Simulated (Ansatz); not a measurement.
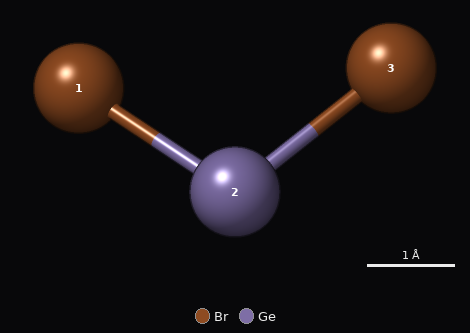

Fig. 1: The structure as given in the input (ball-and-stick view, seen at a tilt; atoms are numbered from 1 in the order of the input). Sticks mark near contacts.

Phonon calculation, with input and output: GeBr$_{2}$

GeBr$_{2}$, SMILES [Br][Ge][Br], computed with RKS PBE-D4/def2-TZVP (Ansatz 0.2.0).

Figures and captions count atoms from 1; the log counts them from 0 in places.

### The program's output
```
Engine: ansatz 0.2.0, x86_64-unknown-linux-gnu
Functional definition: PBE
  parameter kappa = 0.804
  parameter beta = 0.06672455060314922
  exchange = pbe_x(kappa = kappa, mu = beta*pi^2/3)
  correlation = pbe_c(beta = beta)
1110 factors; their error is unknown
mean field evaluation 1: about -196583.0064 eV, gradient 2.5e1 eV
mean field evaluation 2: about -196578.6973 eV, gradient 4.9e1 eV
mean field evaluation 4: about -196583.9535 eV, gradient 2.5e0 eV
mean field evaluation 8: about -196583.9709 eV, gradient 2.8e-2 eV
mean field evaluation 16: about -196583.9165 eV, gradient 3.0e-5 eV
mean field -196583.91645027 eV, -7224.3256801830 hartree, gradient 3.0e-5 eV, S^2 0.000000; 0 other end points of the search recorded, 0 dependent functions left out
the calculation of the forces begins
reference -196583.91648098 eV, -7224.3256813116 hartree; 51, 51 occupied and 93, 93 virtual orbitals, 1110 factors
these checks for a lower state are left out or cut short: stability, starts, cluster_reference, orbital_swaps, neighbouring_geometries, increment
1110 factors; their error is unknown
mean field -196583.91645903 eV, -7224.3256805049 hartree, gradient 1.6e-6 eV, S^2 0.000000; 0 other end points of the search recorded, 0 dependent functions left out
the calculation of the forces begins
reference -196583.91648975 eV, -7224.3256816337 hartree; 51, 51 occupied and 93, 93 virtual orbitals, 1110 factors
these checks for a lower state are left out or cut short: stability, starts, cluster_reference, orbital_swaps, neighbouring_geometries, increment
1110 factors; their error is unknown
mean field evaluation 32: about -196583.9164 eV, gradient 1.4e-6 eV
mean field -196583.91637974 eV, -7224.3256775912 hartree, gradient 1.4e-6 eV, S^2 0.000000; 0 other end points of the search recorded, 0 dependent functions left out
the calculation of the forces begins
reference -196583.91641045 eV, -7224.3256787196 hartree; 51, 51 occupied and 93, 93 virtual orbitals, 1110 factors
these checks for a lower state are left out or cut short: stability, starts, cluster_reference, orbital_swaps, neighbouring_geometries, increment
1110 factors; their error is unknown
mean field -196583.91643684 eV, -7224.3256796893 hartree, gradient 2.0e-6 eV, S^2 0.000000; 0 other end points of the search recorded, 0 dependent functions left out
the calculation of the forces begins
reference -196583.91646755 eV, -7224.3256808180 hartree; 51, 51 occupied and 93, 93 virtual orbitals, 1110 factors
these checks for a lower state are left out or cut short: stability, starts, cluster_reference, orbital_swaps, neighbouring_geometries, increment
1110 factors; their error is unknown
mean field -196583.91645924 eV, -7224.3256805127 hartree, gradient 1.8e-6 eV, S^2 0.000000; 0 other end points of the search recorded, 0 dependent functions left out
the calculation of the forces begins
reference -196583.91648995 eV, -7224.3256816413 hartree; 51, 51 occupied and 93, 93 virtual orbitals, 1110 factors
these checks for a lower state are left out or cut short: stability, starts, cluster_reference, orbital_swaps, neighbouring_geometries, increment
1110 factors; their error is unknown
mean field -196583.91641342 eV, -7224.3256788289 hartree, gradient 3.0e-6 eV, S^2 0.000000; 0 other end points of the search recorded, 0 dependent functions left out
the calculation of the forces begins
reference -196583.91644413 eV, -7224.3256799574 hartree; 51, 51 occupied and 93, 93 virtual orbitals, 1110 factors
these checks for a lower state are left out or cut short: stability, starts, cluster_reference, orbital_swaps, neighbouring_geometries, increment
1110 factors; their error is unknown
mean field -196583.91641736 eV, -7224.3256789737 hartree, gradient 9.7e-7 eV, S^2 0.000000; 0 other end points of the search recorded, 0 dependent functions left out
the calculation of the forces begins
reference -196583.91644808 eV, -7224.3256801024 hartree; 51, 51 occupied and 93, 93 virtual orbitals, 1110 factors
these checks for a lower state are left out or cut short: stability, starts, cluster_reference, orbital_swaps, neighbouring_geometries, increment
1110 factors; their error is unknown
mean field evaluation 64: about -196583.9164 eV, gradient 1.7e-4 eV
mean field -196583.91643141 eV, -7224.3256794899 hartree, gradient 7.4e-7 eV, S^2 0.000000; 0 other end points of the search recorded, 0 dependent functions left out
the calculation of the forces begins
reference -196583.91646211 eV, -7224.3256806183 hartree; 51, 51 occupied and 93, 93 virtual orbitals, 1110 factors
these checks for a lower state are left out or cut short: stability, starts, cluster_reference, orbital_swaps, neighbouring_geometries, increment
1110 factors; their error is unknown
mean field -196583.91643451 eV, -7224.3256796038 hartree, gradient 8.3e-7 eV, S^2 0.000000; 0 other end points of the search recorded, 0 dependent functions left out
the calculation of the forces begins
reference -196583.91646522 eV, -7224.3256807326 hartree; 51, 51 occupied and 93, 93 virtual orbitals, 1110 factors
these checks for a lower state are left out or cut short: stability, starts, cluster_reference, orbital_swaps, neighbouring_geometries, increment
1110 factors; their error is unknown
mean field -196583.91640382 eV, -7224.3256784759 hartree, gradient 1.8e-6 eV, S^2 0.000000; 0 other end points of the search recorded, 0 dependent functions left out
the calculation of the forces begins
reference -196583.91643453 eV, -7224.3256796044 hartree; 51, 51 occupied and 93, 93 virtual orbitals, 1110 factors
these checks for a lower state are left out or cut short: stability, starts, cluster_reference, orbital_swaps, neighbouring_geometries, increment
1110 factors; their error is unknown
mean field -196583.91647916 eV, -7224.3256812448 hartree, gradient 2.1e-6 eV, S^2 0.000000; 0 other end points of the search recorded, 0 dependent functions left out
the calculation of the forces begins
reference -196583.91650988 eV, -7224.3256823735 hartree; 51, 51 occupied and 93, 93 virtual orbitals, 1110 factors
these checks for a lower state are left out or cut short: stability, starts, cluster_reference, orbital_swaps, neighbouring_geometries, increment
1110 factors; their error is unknown
mean field -196583.91644974 eV, -7224.3256801637 hartree, gradient 1.4e-6 eV, S^2 0.000000; 0 other end points of the search recorded, 0 dependent functions left out
the calculation of the forces begins
reference -196583.91648046 eV, -7224.3256812924 hartree; 51, 51 occupied and 93, 93 virtual orbitals, 1110 factors
these checks for a lower state are left out or cut short: stability, starts, cluster_reference, orbital_swaps, neighbouring_geometries, increment
1110 factors; their error is unknown
mean field evaluation 96: about -196583.9708 eV, gradient 1.1e-1 eV
mean field -196583.91642423 eV, -7224.3256792262 hartree, gradient 1.1e-6 eV, S^2 0.000000; 0 other end points of the search recorded, 0 dependent functions left out
the calculation of the forces begins
reference -196583.91645494 eV, -7224.3256803547 hartree; 51, 51 occupied and 93, 93 virtual orbitals, 1110 factors
Total energy: -196584.02934780 eV, -7224.3298290907 hartree
Atom 0 at    -0.294279     1.808230    -0.425549 Å, force    -0.000111    -0.000795     0.000222 eV/Å
Atom 1 at    -0.902848    -0.381238     0.234831 Å, force     0.001167     0.000119    -0.000221 eV/Å
Atom 2 at     1.186127    -1.491792     0.177417 Å, force    -0.001056     0.000676    -0.000000 eV/Å
Dipole moment:    -0.333763    -0.133445     0.088799 e Å
Vibrations: 95.28 271.28 278.87 cm⁻¹, zero-point energy 0.040011 eV
```

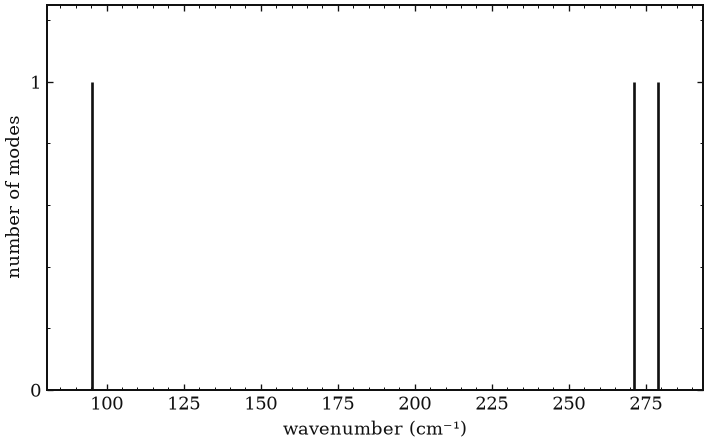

Fig. 2: Harmonic vibrational wavenumbers from the force constants; neighbouring modes closer than 3 cm⁻¹ are counted in one stick. 3 modes from 95 to 279 cm⁻¹, none imaginary.

The run was set up as follows.

### Input
```yaml
crystal:
  periodic: [false, false, false]
  atoms:
    - { symbol: Br, position_ang: [-0.294279, 1.80823, -0.425549] }
    - { symbol: Ge, position_ang: [-0.902848, -0.381238, 0.234831] }
    - { symbol: Br, position_ang: [1.186127, -1.491792, 0.177417] }
basis:
  gaussian: { orbitals: def2-TZVP }
hamiltonian:
  xc: pbe
  dispersion: d4
phonons: {}
```

Run as:
```bash
ansatz run input.yaml --threads 1 --pin off --max-ram 2560MiB --backend cpu --events-out ev --progress --plain --runs-dir out
```

### Summary

| quantity | value |
| --- | --- |
| outcome | converged |
| total energy | −196584.0293 eV |
| mean-field energy | −196583.9165 eV |
| largest force (length of the vector) | 0.001 eV/Å |
| hardware | 1 thread of Intel Xeon @ 2.50GHz (Skylake/Cascade Lake), 189 GiB of memory available, shared host |
| wall time | 79 s |
| peak memory | 0.19 GiB |
